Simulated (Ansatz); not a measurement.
**Run report: LiGe$_{16}$, molecular dynamics (part 4 of 4)**

LiGe$_{16}$ (defect cell, 17 atoms in the cell); DFT PBEsol, scalar-relativistic, plane waves, PAW, PAW set soft_1, no spin polarisation (Ansatz 0.2.0); cutoff 420 eV, 2×2×2 k-mesh, Fermi–Dirac smearing of 0.15 eV. It belongs to a series of runs on one base structure; here: dynamics from the start.

Geometry of the input (Å; fractional positions):
```
0.0000  5.6600  5.6600
5.6600  0.0000  5.6600
5.6600  5.6600  0.0000
Ge -0.0037  0.0011  0.0014
Ge 0.1271  0.1229  0.1230
Ge 0.0022  -0.0068  0.5022
Ge 0.1272  0.1228  0.6271
Ge 0.0018  0.5020  -0.0057
Ge 0.1270  0.6269  0.1231
Ge 0.0020  0.5022  0.5020
Ge 0.1255  0.6243  0.6253
Ge 0.5013  0.0010  0.0012
Ge 0.6248  0.1252  0.1249
Ge 0.5014  0.0011  0.4963
Ge 0.6230  0.1229  0.6270
Ge 0.5012  0.4967  0.0011
Ge 0.6232  0.6268  0.1232
Ge 0.4945  0.5019  0.5018
Ge 0.6231  0.6269  0.6269
Li 0.8775  0.3715  0.3767
```

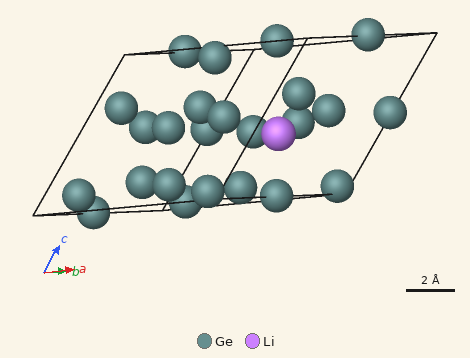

*The geometry at step 121 of the log (spheres-only view of the cell of the calculation, seen at an oblique angle).*

**Trajectory as extended XYZ, continued**
```
17
Lattice="0.0000 5.6600 5.6600 5.6600 0.0000 5.6600 5.6600 5.6600 0.0000" Properties=species:S:1:pos:R:3:forces:R:3 step=92 time_fs=138.0 energy=-68255.88385 temperature=571.8
Ge    0.0437    0.0294   -0.3460    0.1034  -0.2056   0.5910
Ge    1.2194    1.4126    1.3314    0.2552  -0.1388  -0.5071
Ge    2.5105    3.0056   -0.2437    0.3256  -0.2970   0.6903
Ge    4.3644    4.2400    1.1310   -0.7552   0.4421  -0.2700
Ge    2.7285   -0.1503    2.6725   -0.4121   0.3942   0.4656
Ge    4.3109    1.4167    3.9456   -0.1520   0.3599   0.3182
Ge    5.8307    3.1104    2.7326   -0.5768  -0.3000   0.4132
Ge    6.7853    4.7181    4.3298    0.2902  -0.3413  -0.3837
Ge   -0.1060    2.4806    3.0498   -0.6335  -0.0653   0.1042
Ge    1.3823    4.0647    4.1221    0.7115   0.4528  -0.2106
Ge    2.9824    5.5266    2.7759   -0.0434  -0.4405   0.3831
Ge    4.0172    6.8789    4.5930    0.7487  -0.2813  -0.1667
Ge    2.9651    2.8119    5.5246    0.0793  -0.0911  -0.5338
Ge    4.2058    3.9614    7.2497    0.7538   0.1533  -0.1032
Ge    5.8472    5.6597    6.3212   -0.6422   0.8403   0.1785
Ge    7.5495    7.4249    7.3929   -0.4841  -0.8347  -0.3723
Li    3.7827    7.3438    7.2246    0.4315   0.3531  -0.5967
17
Lattice="0.0000 5.6600 5.6600 5.6600 0.0000 5.6600 5.6600 5.6600 0.0000" Properties=species:S:1:pos:R:3:forces:R:3 step=98 time_fs=147.0 energy=-68255.80027 temperature=555.4
Ge    0.0548    0.0454   -0.3926    0.0871  -0.5392   1.0320
Ge    1.2054    1.3941    1.3330    0.4531  -0.0247  -0.6930
Ge    2.5327    3.0111   -0.2213   -0.0924  -0.2528   0.4071
Ge    4.3433    4.2131    1.1136   -0.6171   0.9616  -0.3245
Ge    2.7312   -0.1279    2.6502   -0.4726   0.3767   0.7497
Ge    4.3496    1.4278    3.9279   -0.6597   0.4084   0.1189
Ge    5.7828    3.1207    2.7331    0.1183  -0.4895   0.2655
Ge    6.7550    4.7380    4.3203    0.4689  -0.3533  -0.1720
Ge   -0.0889    2.4631    3.0538   -0.9495  -0.0351   0.1548
Ge    1.3785    4.0596    4.1109    0.8921   0.3724  -0.1324
Ge    2.9585    5.5545    2.7714    0.4274  -1.1576   0.5810
Ge    4.0188    6.8473    4.6252    0.7300  -0.1614  -0.4708
Ge    2.9706    2.7943    5.5315    0.1349   0.0228  -0.6737
Ge    4.2079    3.9785    7.2522    0.7475  -0.1953  -0.0382
Ge    5.8252    5.6721    6.3652   -0.3220   0.7340  -0.1132
Ge    7.6046    7.4030    7.4165   -1.2089   0.0437  -0.4117
Li    3.8553    7.3066    7.1362    0.2630   0.2892  -0.2794
17
Lattice="0.0000 5.6600 5.6600 5.6600 0.0000 5.6600 5.6600 5.6600 0.0000" Properties=species:S:1:pos:R:3:forces:R:3 step=104 time_fs=156.0 energy=-68255.57451 temperature=465.7
Ge    0.0671    0.0560   -0.4291    0.0602  -0.7592   1.2763
Ge    1.1960    1.3750    1.3272    0.5665   0.1339  -0.7311
Ge    2.5543    3.0138   -0.1940   -0.5507  -0.2680   0.0444
Ge    4.3152    4.1959    1.0924   -0.3489   1.3678  -0.2100
Ge    2.7290   -0.1009    2.6355   -0.3171   0.3824   0.8232
Ge    4.3820    1.4435    3.9113   -1.0993   0.3005  -0.0382
Ge    5.7350    3.1261    2.7365    0.6560  -0.4353   0.1131
Ge    6.7290    4.7545    4.3087    0.5574  -0.3347   0.0753
Ge   -0.0816    2.4448    3.0595   -1.0462   0.0202   0.1412
Ge    1.3842    4.0585    4.0981    0.9089   0.2065  -0.0710
Ge    2.9387    5.5704    2.7732    0.8560  -1.7973   0.7832
Ge    4.0284    6.8134    4.6528    0.6462  -0.0901  -0.8820
Ge    2.9776    2.7766    5.5312    0.1908   0.1422  -0.6485
Ge    4.2180    3.9939    7.2543    0.5815  -0.4593   0.0326
Ge    5.7994    5.6926    6.4088    0.0946   0.5301  -0.4436
Ge    7.6479    7.3810    7.4359   -1.7227   0.8648  -0.5895
Li    3.9581    7.3013    7.0169   -0.0330   0.1954   0.3245
17
Lattice="0.0000 5.6600 5.6600 5.6600 0.0000 5.6600 5.6600 5.6600 0.0000" Properties=species:S:1:pos:R:3:forces:R:3 step=110 time_fs=165.0 energy=-68255.32583 temperature=360.5
Ge    0.0801    0.0587   -0.4526   -0.0491  -0.8344   1.2912
Ge    1.1924    1.3570    1.3135    0.5509   0.3413  -0.6168
Ge    2.5703    3.0136   -0.1658   -0.9565  -0.3751  -0.3339
Ge    4.2829    4.1932    1.0687    0.0280   1.6194   0.0420
Ge    2.7234   -0.0694    2.6294   -0.0792   0.2490   0.7788
Ge    4.4032    1.4626    3.8941   -1.3557   0.0037   0.0187
Ge    5.6934    3.1272    2.7411    1.0294  -0.1507  -0.0888
Ge    6.7086    4.7677    4.2977    0.5809  -0.3137   0.2803
Ge   -0.0852    2.4264    3.0667   -0.9278   0.0905   0.0573
Ge    1.3997    4.0595    4.0842    0.7587  -0.0412  -0.0175
Ge    2.9277    5.5675    2.7833    1.0889  -2.0320   0.7959
Ge    4.0451    6.7778    4.6715    0.5043  -0.0268  -1.1928
Ge    2.9869    2.7601    5.5241    0.2302   0.2653  -0.5042
Ge    4.2345    4.0046    7.2568    0.3056  -0.5949   0.1071
Ge    5.7741    5.7192    6.4484    0.5498   0.2486  -0.7261
Ge    7.6735    7.3677    7.4493   -1.9259   1.2982  -0.6980
Li    4.0590    7.3198    6.9311   -0.3324   0.2528   0.8069
17
Lattice="0.0000 5.6600 5.6600 5.6600 0.0000 5.6600 5.6600 5.6600 0.0000" Properties=species:S:1:pos:R:3:forces:R:3 step=115 time_fs=172.5 energy=-68255.26374 temperature=341.4
Ge    0.0908    0.0541   -0.4619   -0.2006  -0.7947   1.1408
Ge    1.1940    1.3445    1.2968    0.4538   0.5245  -0.4253
Ge    2.5762    3.0104   -0.1445   -1.1785  -0.5023  -0.6246
Ge    4.2556    4.2042    1.0488    0.3489   1.7023   0.2754
Ge    2.7179   -0.0406    2.6306    0.1032   0.0325   0.6995
Ge    4.4102    1.4789    3.8798   -1.3928  -0.3386   0.2352
Ge    5.6664    3.1267    2.7444    1.2489   0.1978  -0.2608
Ge    6.6961    4.7762    4.2906    0.5679  -0.3044   0.3959
Ge   -0.0960    2.4116    3.0734   -0.7023   0.1575  -0.0533
Ge    1.4191    4.0601    4.0723    0.5142  -0.2952   0.0447
Ge    2.9272    5.5486    2.7984    1.0806  -1.7586   0.5581
Ge    4.0634    6.7474    4.6777    0.3711   0.1005  -1.1086
Ge    2.9966    2.7483    5.5138    0.2380   0.3623  -0.3326
Ge    4.2511    4.0090    7.2598    0.0598  -0.5996   0.1516
Ge    5.7570    5.7439    6.4762    0.8243   0.0408  -0.8664
Ge    7.6794    7.3668    7.4551   -1.8357   1.2127  -0.6186
Li    4.1176    7.3566    6.9237   -0.5007   0.2625   0.7889
17
Lattice="0.0000 5.6600 5.6600 5.6600 0.0000 5.6600 5.6600 5.6600 0.0000" Properties=species:S:1:pos:R:3:forces:R:3 step=121 time_fs=181.5 energy=-68255.37091 temperature=408.1
Ge    0.1018    0.0407   -0.4622   -0.3918  -0.6668   0.8237
Ge    1.2002    1.3345    1.2724    0.2847   0.6957  -0.1253
Ge    2.5718    3.0014   -0.1247   -1.2269  -0.5756  -0.8956
Ge    4.2258    4.2343    1.0273    0.6143   1.6038   0.4667
Ge    2.7123   -0.0053    2.6390    0.2419  -0.2832   0.5772
Ge    4.4050    1.4952    3.8649   -1.2122  -0.7208   0.5964
Ge    5.6459    3.1284    2.7457    1.4061   0.6177  -0.3861
Ge    6.6864    4.7836    4.2858    0.5319  -0.3012   0.4783
Ge   -0.1160    2.3950    3.0809   -0.3440   0.2421  -0.2034
Ge    1.4477    4.0577    4.0583    0.1033  -0.6237   0.1662
Ge    2.9372    5.5086    2.8219    0.9107  -0.9874   0.0538
Ge    4.0895    6.7115    4.6748    0.2275   0.3417  -0.6541
Ge    3.0108    2.7375    5.4980    0.2051   0.4589  -0.0846
Ge    4.2720    4.0084    7.2650   -0.1824  -0.4797   0.1558
Ge    5.7441    5.7745    6.5015    0.8930  -0.0660  -0.8993
Ge    7.6687    7.3772    7.4561   -1.5017   0.7141  -0.3707
Li    4.1375    7.4264    6.9915   -0.5592   0.0305   0.3009
17
Lattice="0.0000 5.6600 5.6600 5.6600 0.0000 5.6600 5.6600 5.6600 0.0000" Properties=species:S:1:pos:R:3:forces:R:3 step=127 time_fs=190.5 energy=-68255.50039 temperature=490.4
Ge    0.1087    0.0197   -0.4536   -0.5056  -0.4883   0.4357
Ge    1.2097    1.3318    1.2461    0.0917   0.7405   0.1983
Ge    2.5541    2.9862   -0.1142   -0.9986  -0.4307  -1.0508
Ge    4.2018    4.2823    1.0104    0.6643   1.1891   0.5070
Ge    2.7090    0.0277    2.6539    0.2561  -0.6027   0.4412
Ge    4.3867    1.5042    3.8561   -0.7761  -0.9147   0.9090
Ge    5.6400    3.1366    2.7430    1.3546   0.8448  -0.4089
Ge    6.6823    4.7879    4.2861    0.4884  -0.2942   0.5224
Ge   -0.1401    2.3808    3.0863    0.0394   0.3189  -0.3385
Ge    1.4780    4.0485    4.0458   -0.3745  -0.9135   0.3314
Ge    2.9572    5.4570    2.8466    0.7008  -0.0603  -0.4457
Ge    4.1186    6.6785    4.6647    0.0843   0.5412  -0.2002
Ge    3.0275    2.7314    5.4810    0.1196   0.5241   0.2175
Ge    4.2913    4.0027    7.2718   -0.3363  -0.2477   0.0946
Ge    5.7406    5.8051    6.5177    0.7454  -0.0856  -0.8205
Ge    7.6415    7.3956    7.4532   -1.0578   0.1211  -0.1240
Li    4.0952    7.5007    7.0944   -0.4956  -0.2419  -0.2686
17
Lattice="0.0000 5.6600 5.6600 5.6600 0.0000 5.6600 5.6600 5.6600 0.0000" Properties=species:S:1:pos:R:3:forces:R:3 step=133 time_fs=199.5 energy=-68255.56476 temperature=545.3
Ge    0.1105   -0.0069   -0.4400   -0.4700  -0.2667   0.0459
Ge    1.2204    1.3369    1.2213   -0.1355   0.6096   0.5020
Ge    2.5254    2.9661   -0.1148   -0.5712  -0.0458  -1.1440
Ge    4.1843    4.3441    0.9984    0.5264   0.4653   0.4374
Ge    2.7083    0.0549    2.6739    0.1474  -0.9075   0.3057
Ge    4.3598    1.5037    3.8567   -0.1284  -0.8507   0.9857
Ge    5.6485    3.1539    2.7358    0.9569   0.7349  -0.4115
Ge    6.6834    4.7892    4.2921    0.4419  -0.2699   0.5442
Ge   -0.1644    2.3696    3.0883    0.3852   0.3668  -0.4363
Ge    1.5050    4.0293    4.0366   -0.8052  -1.0605   0.4713
Ge    2.9854    5.4036    2.8672    0.4690   0.7377  -0.7135
Ge    4.1493    6.6505    4.6519   -0.0695   0.6288   0.0845
Ge    3.0459    2.7309    5.4661   -0.0079   0.5523   0.5775
Ge    4.3075    3.9942    7.2799   -0.4147   0.0487  -0.0117
Ge    5.7450    5.8355    6.5254    0.5265  -0.1608  -0.7017
Ge    7.6022    7.4159    7.4487   -0.5800  -0.3323   0.0144
Li    3.9969    7.5519    7.1719   -0.2708  -0.2500  -0.5501
17
Lattice="0.0000 5.6600 5.6600 5.6600 0.0000 5.6600 5.6600 5.6600 0.0000" Properties=species:S:1:pos:R:3:forces:R:3 step=138 time_fs=207.0 energy=-68255.54628 temperature=558.1
Ge    0.1082   -0.0319   -0.4278   -0.3117  -0.0490  -0.2420
Ge    1.2284    1.3463    1.2042   -0.3666   0.3718   0.7109
Ge    2.4960    2.9485   -0.1248   -0.1830   0.3727  -1.2308
Ge    4.1739    4.4008    0.9919    0.3401  -0.2337   0.3314
Ge    2.7090    0.0706    2.6935    0.0053  -1.1234   0.1929
Ge    4.3355    1.4962    3.8653    0.4503  -0.6386   0.7990
Ge    5.6638    3.1747    2.7263    0.4119   0.4747  -0.3967
Ge    6.6880    4.7879    4.3017    0.3945  -0.2359   0.5444
Ge   -0.1821    2.3631    3.0864    0.6113   0.3685  -0.4808
Ge    1.5215    4.0043    4.0326   -1.0299  -1.0042   0.4982
Ge    3.0133    5.3637    2.8790    0.1991   1.1872  -0.6810
Ge    4.1749    6.6318    4.6416   -0.1965   0.6404   0.2126
Ge    3.0615    2.7350    5.4580   -0.1202   0.5426   0.8883
Ge    4.3179    3.9873    7.2866   -0.4455   0.3077  -0.1036
Ge    5.7532    5.8600    6.5260    0.3369  -0.2953  -0.6162
Ge    7.5637    7.4306    7.4449   -0.1663  -0.5649   0.0473
Li    3.8894    7.5743    7.1930    0.0701  -0.1206  -0.4737
17
Lattice="0.0000 5.6600 5.6600 5.6600 0.0000 5.6600 5.6600 5.6600 0.0000" Properties=species:S:1:pos:R:3:forces:R:3 step=144 time_fs=216.0 energy=-68255.41343 temperature=520.2
Ge    0.1024   -0.0629   -0.4154   -0.0057   0.2332  -0.5111
Ge    1.2344    1.3614    1.1904   -0.6589   0.0013   0.8709
Ge    2.4583    2.9309   -0.1494    0.2085   0.8092  -1.3219
Ge    4.1644    4.4677    0.9871    0.1070  -0.9936   0.1590
Ge    2.7099    0.0788    2.7194   -0.1429  -1.2468   0.0328
Ge    4.3104    1.4809    3.8835    1.0027  -0.3107   0.4155
Ge    5.6862    3.2048    2.7107   -0.2446   0.1891  -0.2969
Ge    6.6976    4.7841    4.3188    0.3105  -0.1835   0.5055
Ge   -0.1976    2.3588    3.0792    0.7779   0.3161  -0.4885
Ge    1.5316    3.9639    4.0325   -1.0730  -0.7148   0.3956
Ge    3.0492    5.3266    2.8870   -0.2494   1.4311  -0.3637
Ge    4.2043    6.6153    4.6311   -0.3307   0.6282   0.2708
Ge    3.0794    2.7453    5.4571   -0.2189   0.4764   1.1847
Ge    4.3263    3.9820    7.2939   -0.4606   0.5931  -0.1803
Ge    5.7666    5.8870    6.5207    0.1159  -0.5204  -0.5538
Ge    7.5152    7.4431    7.4407    0.3364  -0.6925   0.0390
Li    3.7678    7.5896    7.1726    0.5256  -0.0153  -0.1577
17
Lattice="0.0000 5.6600 5.6600 5.6600 0.0000 5.6600 5.6600 5.6600 0.0000" Properties=species:S:1:pos:R:3:forces:R:3 step=150 time_fs=225.0 energy=-68255.24561 temperature=463.8
Ge    0.0964   -0.0922   -0.4082    0.3384   0.4868  -0.6732
Ge    1.2336    1.3768    1.1856   -0.8110  -0.3238   0.8914
Ge    2.4218    2.9213   -0.1888    0.5126   0.9457  -1.2259
Ge    4.1558    4.5257    0.9838   -0.0952  -1.5398  -0.0509
Ge    2.7092    0.0737    2.7463   -0.2083  -1.1498  -0.1656
Ge    4.2954    1.4618    3.9068    1.2845  -0.0096   0.0999
Ge    5.7068    3.2378    2.6916   -0.7074   0.0379  -0.1170
Ge    6.7107    4.7783    4.3419    0.1742  -0.1087   0.3982
Ge   -0.2051    2.3578    3.0667    0.8040   0.2128  -0.4528
Ge    1.5304    3.9148    4.0367   -0.8928  -0.2734   0.2162
Ge    3.0832    5.3040    2.8914   -0.7583   1.4179   0.0994
Ge    4.2308    6.6052    4.6232   -0.4347   0.6278   0.2401
Ge    3.0954    2.7611    5.4689   -0.2566   0.3272   1.2928
Ge    4.3298    3.9829    7.2995   -0.4507   0.8159  -0.1878
Ge    5.7815    5.9089    6.5091   -0.0814  -0.7739  -0.5272
Ge    7.4690    7.4485    7.4369    0.8035  -0.6907   0.0451
Li    3.7011    7.6025    7.1331    0.7793  -0.0021   0.1173
```

**Key numbers**

| quantity | value |
| --- | --- |
| outcome | finished |
| mean temperature over the second half | 478 K |
| trajectory | 150 steps, 225 fs |
| ensemble | nvt_nose_hoover |
| temperature in the input | 900.0 K |
| time step | 1.5 fs |
| electrons treated | 227 |
| potential energy (free energy of the electrons) (last step) | −68255.2456 eV |
| Fermi energy (last step) | 8.542 eV |
| largest force (length of the vector) (last step) | 1.631 eV/Å |
| wall time | 20 min (CPU time 39 min) |
| peak memory | 1.2 GiB |

**Notes**

Warnings of the run: the PAW datasets were made with another functional. The input asks for low accuracy. So short a trajectory is not equilibrated. The temperature stays far from the 900 K of the thermostat over the second half: the run isn't equilibrated.
